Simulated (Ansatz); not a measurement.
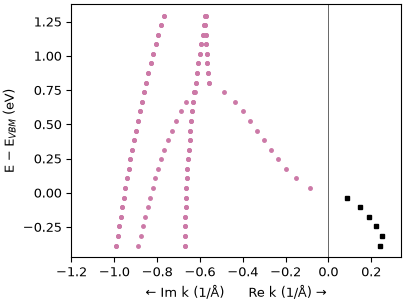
*Complex bands at the centre of the two-dimensional zone; r2SCAN run with Ansatz (an electronic-structure program)*

The gap is the functional's own, uncorrected, and κ follows it; spin-orbit coupling is left out. Mid-gap means the computed energy nearest the middle.

**Question.** This is WS$_{2}$ (P6_3/mmc, 6 atoms a cell, 17.4 Å³ an atom, 2 GPa at this level) along the normal of (001). Read off the slowest decay at the centre of the two-dimensional zone at 0.53 eV, the computed energy nearest the middle of the gap.

**Answer.** κ ≈ 0.37 1/Å, a decay length 1/(2κ) of the density of 1.4 Å.
